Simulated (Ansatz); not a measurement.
**Geometry relaxation, with input and output: AlBH6O (part 1 of 2)**

The run: geometry relaxation of AlBH6O. Method and program: RKS PBE-D4/def2-SVP (Ansatz 0.2.0).

It belongs to a series of runs on one base structure; here: end point A relaxed. Figures and captions count atoms from 1; the log counts them from 0 in places.

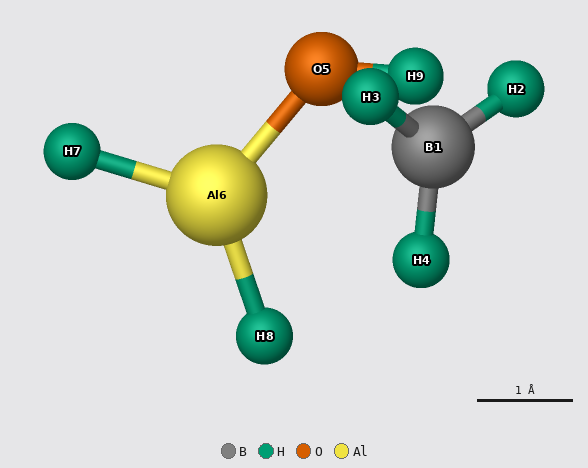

Fig. 1: The structure as given in the input (ball-and-stick view, seen at a tilt; atoms are numbered from 1 in the order of the input). Sticks mark near contacts. Bond lengths as drawn: Al–H 1.59 to 1.60 Å, Al–O 1.74 Å, B–H 1.20 to 1.22 Å and H–O 0.99 Å.

The input:
```yaml
crystal:
  periodic: [false, false, false]
  atoms:
    - { symbol: B, position_ang: [0.059453, 0.18086, -0.053645] }
    - { symbol: H, position_ang: [0.02434, 0.456682, 1.11611] }
    - { symbol: H, position_ang: [1.113121, 0.183858, -0.652277] }
    - { symbol: H, position_ang: [-0.990586, 0.006494, -0.644243] }
    - { symbol: O, position_ang: [0.091574, -2.145362, 1.090778] }
    - { symbol: Al, position_ang: [-0.746534, -3.041662, -0.144142] }
    - { symbol: H, position_ang: [0.140189, -4.208599, -0.758462] }
    - { symbol: H, position_ang: [-2.281412, -2.764557, -0.498862] }
    - { symbol: H, position_ang: [-0.248846, -1.338314, 1.547443] }
basis:
  gaussian: { orbitals: def2-SVP }
hamiltonian:
  xc: pbe
  dispersion: d4
relax:
  f_tol: 0.03
  max_steps: 50
output:
  orbitals: {}
```

Launched with:
```bash
ansatz run input.yaml --threads 1 --pin off --max-ram 2048MiB --backend cpu --events-out ev --progress --plain --runs-dir out
```

Output:
```
The last accepted step is kept in [file] (removed where the run ends without a failure and the disk answers)
Engine: ansatz 0.2.0, x86_64-unknown-linux-gnu
Functional definition: PBE
  parameter kappa = 0.804
  parameter beta = 0.06672455060314922
  exchange = pbe_x(kappa = kappa, mu = beta*pi^2/3)
  correlation = pbe_c(beta = beta)
838 factors; their error is unknown
mean field evaluation 1: about -9399.0140 eV, gradient 5.7e1 eV
mean field evaluation 2: about -9340.2403 eV, gradient 1.6e2 eV
mean field evaluation 4: about -9405.4952 eV, gradient 8.8e0 eV
mean field evaluation 8: about -9405.7273 eV, gradient 1.1e-1 eV
mean field -9405.72729937 eV, -345.6541028210 hartree, gradient 2.5e-5 eV, S^2 0.000000; 0 other end points of the search recorded, 0 dependent functions left out
the calculation of the forces begins
reference -9405.72734171 eV, -345.6541043769 hartree; 16, 16 occupied and 60, 60 virtual orbitals, 838 factors
relax step   1: F+E_penalty+E_count = -9405.84634873 eV  Δ(F+E_penalty+E_count) = +0.000e0 eV  max|allowed force component| = 8.719e-1 eV/Å  Δτ_max = 0.0000 Å  (24 SCF iters, accepted)
these checks for a lower state are left out or cut short: starts, cluster_reference, orbital_swaps, neighbouring_geometries, increment
838 factors; their error is unknown
mean field evaluation 16: about -9405.4766 eV, gradient 1.0e1 eV
mean field -9405.85325472 eV, -345.6587315946 hartree, gradient 1.5e-5 eV, S^2 0.000000; 0 other end points of the search recorded, 0 dependent functions left out
the calculation of the forces begins
reference -9405.85329708 eV, -345.6587331514 hartree; 16, 16 occupied and 60, 60 virtual orbitals, 838 factors
relax step   2: F+E_penalty+E_count = -9405.97478082 eV  Δ(F+E_penalty+E_count) = -1.284e-1 eV  max|allowed force component| = 1.559e0 eV/Å  Δτ_max = 0.1935 Å  (30 SCF iters, accepted)
these checks for a lower state are left out or cut short: starts, cluster_reference, orbital_swaps, neighbouring_geometries, increment
838 factors; their error is unknown
mean field -9406.05563919 eV, -345.6661690868 hartree, gradient 1.8e-5 eV, S^2 0.000000; 0 other end points of the search recorded, 0 dependent functions left out
the calculation of the forces begins
reference -9406.05568173 eV, -345.6661706499 hartree; 16, 16 occupied and 60, 60 virtual orbitals, 838 factors
relax step   3: F+E_penalty+E_count = -9406.18034116 eV  Δ(F+E_penalty+E_count) = -2.056e-1 eV  max|allowed force component| = 1.476e0 eV/Å  Δτ_max = 0.1950 Å  (31 SCF iters, accepted)
these checks for a lower state are left out or cut short: starts, cluster_reference, orbital_swaps, neighbouring_geometries, increment
838 factors; their error is unknown
mean field evaluation 32: about -9405.7839 eV, gradient 1.1e1 eV
mean field -9406.29086790 eV, -345.6748135826 hartree, gradient 4.6e-6 eV, S^2 0.000000; 0 other end points of the search recorded, 0 dependent functions left out
the calculation of the forces begins
reference -9406.29091024 eV, -345.6748151384 hartree; 16, 16 occupied and 60, 60 virtual orbitals, 838 factors
relax step   4: F+E_penalty+E_count = -9406.41772869 eV  Δ(F+E_penalty+E_count) = -2.374e-1 eV  max|allowed force component| = 1.495e0 eV/Å  Δτ_max = 0.1949 Å  (32 SCF iters, accepted)
these checks for a lower state are left out or cut short: starts, cluster_reference, orbital_swaps, neighbouring_geometries, increment
838 factors; their error is unknown
mean field -9406.56112698 eV, -345.6847454202 hartree, gradient 2.3e-5 eV, S^2 0.000000; 0 other end points of the search recorded, 0 dependent functions left out
the calculation of the forces begins
reference -9406.56116848 eV, -345.6847469456 hartree; 16, 16 occupied and 60, 60 virtual orbitals, 838 factors
relax step   5: F+E_penalty+E_count = -9406.68857226 eV  Δ(F+E_penalty+E_count) = -2.708e-1 eV  max|allowed force component| = 8.329e-1 eV/Å  Δτ_max = 0.1949 Å  (26 SCF iters, accepted)
these checks for a lower state are left out or cut short: starts, cluster_reference, orbital_swaps, neighbouring_geometries, increment
838 factors; their error is unknown
mean field -9406.91017821 eV, -345.6975728163 hartree, gradient 2.2e-5 eV, S^2 0.000000; 0 other end points of the search recorded, 0 dependent functions left out
the calculation of the forces begins
reference -9406.91021860 eV, -345.6975743008 hartree; 16, 16 occupied and 60, 60 virtual orbitals, 838 factors
relax step   6: F+E_penalty+E_count = -9407.03907416 eV  Δ(F+E_penalty+E_count) = -3.505e-1 eV  max|allowed force component| = 6.501e-1 eV/Å  Δτ_max = 0.1953 Å  (25 SCF iters, accepted)
these checks for a lower state are left out or cut short: starts, cluster_reference, orbital_swaps, neighbouring_geometries, increment
838 factors; their error is unknown
mean field -9407.11138290 eV, -345.7049669526 hartree, gradient 2.6e-5 eV, S^2 0.000000; 0 other end points of the search recorded, 0 dependent functions left out
the calculation of the forces begins
reference -9407.11142259 eV, -345.7049684110 hartree; 16, 16 occupied and 60, 60 virtual orbitals, 838 factors
relax step   7: F+E_penalty+E_count = -9407.24182094 eV  Δ(F+E_penalty+E_count) = -2.027e-1 eV  max|allowed force component| = 7.006e-1 eV/Å  Δτ_max = 0.1971 Å  (25 SCF iters, accepted)
these checks for a lower state are left out or cut short: starts, cluster_reference, orbital_swaps, neighbouring_geometries, increment
838 factors; their error is unknown
mean field evaluation 64: about -9407.2234 eV, gradient 9.2e-5 eV
mean field -9407.22335516 eV, -345.7090818571 hartree, gradient 5.5e-6 eV, S^2 0.000000; 0 other end points of the search recorded, 0 dependent functions left out
the calculation of the forces begins
reference -9407.22339507 eV, -345.7090833238 hartree; 16, 16 occupied and 60, 60 virtual orbitals, 838 factors
relax step   8: F+E_penalty+E_count = -9407.35387230 eV  Δ(F+E_penalty+E_count) = -1.121e-1 eV  max|allowed force component| = 2.524e-1 eV/Å  Δτ_max = 0.1962 Å  (27 SCF iters, accepted)
these checks for a lower state are left out or cut short: starts, cluster_reference, orbital_swaps, neighbouring_geometries, increment
838 factors; their error is unknown
mean field -9407.23579741 eV, -345.7095391015 hartree, gradient 5.5e-6 eV, S^2 0.000000; 0 other end points of the search recorded, 0 dependent functions left out
the calculation of the forces begins
reference -9407.23583716 eV, -345.7095405621 hartree; 16, 16 occupied and 60, 60 virtual orbitals, 838 factors
relax step   9: F+E_penalty+E_count = -9407.36621428 eV  Δ(F+E_penalty+E_count) = -1.234e-2 eV  max|allowed force component| = 3.622e-1 eV/Å  Δτ_max = 0.1997 Å  (28 SCF iters, accepted)
these checks for a lower state are left out or cut short: starts, cluster_reference, orbital_swaps, neighbouring_geometries, increment
838 factors; their error is unknown
mean field -9407.25997839 eV, -345.7104277359 hartree, gradient 2.0e-5 eV, S^2 0.000000; 0 other end points of the search recorded, 0 dependent functions left out
the calculation of the forces begins
reference -9407.26001820 eV, -345.7104291990 hartree; 16, 16 occupied and 60, 60 virtual orbitals, 838 factors
relax step  10: F+E_penalty+E_count = -9407.39060506 eV  Δ(F+E_penalty+E_count) = -2.439e-2 eV  max|allowed force component| = 1.320e-1 eV/Å  Δτ_max = 0.0633 Å  (26 SCF iters, accepted)
these checks for a lower state are left out or cut short: starts, cluster_reference, orbital_swaps, neighbouring_geometries, increment
838 factors; their error is unknown
mean field -9407.26118081 eV, -345.7104719240 hartree, gradient 2.2e-5 eV, S^2 0.000000; 0 other end points of the search recorded, 0 dependent functions left out
the calculation of the forces begins
reference -9407.26122060 eV, -345.7104733865 hartree; 16, 16 occupied and 60, 60 virtual orbitals, 838 factors
relax step  11: F+E_penalty+E_count = -9407.39195590 eV  Δ(F+E_penalty+E_count) = -1.351e-3 eV  max|allowed force component| = 1.436e-1 eV/Å  Δτ_max = 0.0605 Å  (26 SCF iters, accepted)
these checks for a lower state are left out or cut short: starts, cluster_reference, orbital_swaps, neighbouring_geometries, increment
838 factors; their error is unknown
mean field -9407.26335622 eV, -345.7105518688 hartree, gradient 2.2e-5 eV, S^2 0.000000; 0 other end points of the search recorded, 0 dependent functions left out
the calculation of the forces begins
reference -9407.26339602 eV, -345.7105533317 hartree; 16, 16 occupied and 60, 60 virtual orbitals, 838 factors
relax step  12: F+E_penalty+E_count = -9407.39403373 eV  Δ(F+E_penalty+E_count) = -2.078e-3 eV  max|allowed force component| = 2.763e-2 eV/Å  Δτ_max = 0.0213 Å  (27 SCF iters, accepted)
838 factors; their error is unknown
mean field evaluation 96: about -9407.2938 eV, gradient 7.7e-2 eV
```

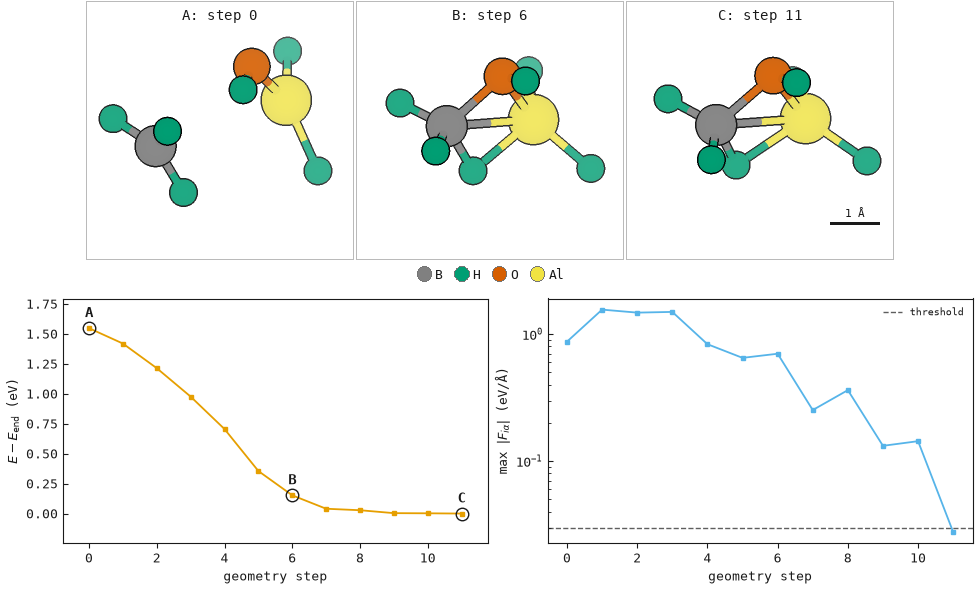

Fig. 2: Frames of the relaxation (ball-and-stick view, seen at an oblique angle) above the curves, on which the letters mark them (the first geometry is step 0 here and step 1 in the log).

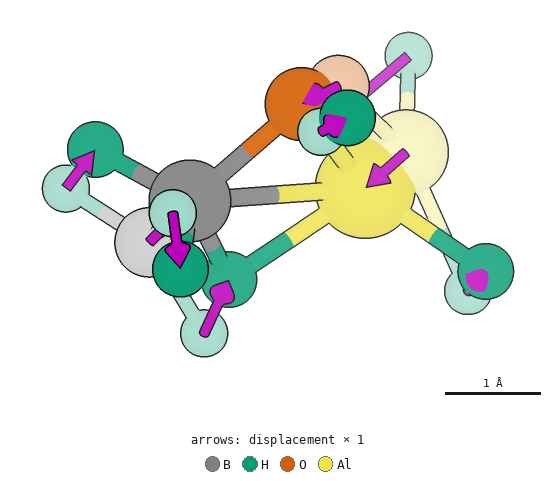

Fig. 3: Start (faint) and end (solid) with the displacements as pink arrows, at true length (ball-and-stick view, seen at an oblique angle). The two geometries are laid on each other by the best rigid fit. The largest move after the best rigid fit is that of H7, 0.95 Å. By element the largest moves are H 0.95 Å, B 0.63 Å, Al 0.59 Å, O 0.49 Å. Among the contacts that change: H4–Al6 3.099 → 1.780 Å, B1–O5 2.593 → 1.562 Å, B1–Al6 3.323 → 2.316 Å, O5–Al6 1.741 → 1.882 Å. New bonds form: B1–Al6 (3.32 → 2.32 Å), B1–O5 (2.59 → 1.56 Å), H4–Al6 (3.10 → 1.78 Å). Among the angles that change: H3–B1–H4 120.7° → 105.3°, H2–B1–H4 118.7° → 103.8°, O5–Al6–H8 122.0° → 109.9°. The energy falls by 1.548 eV in 11 geometry steps. The largest force component goes from 0.87 to 0.028 eV/Å. (Atoms are counted from 1 in the order of the input.)

```
mean field -9407.26335622 eV, -345.7105518688 hartree, gradient 2.2e-5 eV, S^2 0.000000; 1 other end points of the search recorded, 0 dependent functions left out
the calculation of the forces begins
reference -9407.26339602 eV, -345.7105533317 hartree; 16, 16 occupied and 60, 60 virtual orbitals, 838 factors
Total energy: -9407.39407353 eV, -345.7153556417 hartree
Atom 0 at     0.165095    -0.425388     0.140385 Å, force     0.000293     0.009647    -0.008338 eV/Å
Atom 1 at    -0.410327     0.532196     0.629025 Å, force    -0.002349    -0.007176    -0.003286 eV/Å
Atom 2 at     1.268987    -0.271369    -0.350255 Å, force    -0.001315     0.001638     0.013879 eV/Å
Atom 3 at    -0.622456    -0.787804    -0.871765 Å, force     0.001871    -0.014457     0.012621 eV/Å
Atom 4 at     0.143736    -1.673028     1.079930 Å, force     0.011812    -0.001362     0.001143 eV/Å
Atom 5 at    -0.797269    -2.476565    -0.338489 Å, force    -0.003396     0.000267    -0.027629 eV/Å
Atom 6 at     0.106530    -3.419843    -1.237080 Å, force     0.006320    -0.002941    -0.003057 eV/Å
Atom 7 at    -2.324797    -2.669094     0.065125 Å, force    -0.020694     0.000438     0.005109 eV/Å
Atom 8 at    -0.368200    -1.479705     1.885824 Å, force     0.007458     0.013946     0.009558 eV/Å
Dipole moment:    -0.217178    -0.139866     0.313657 e Å
```
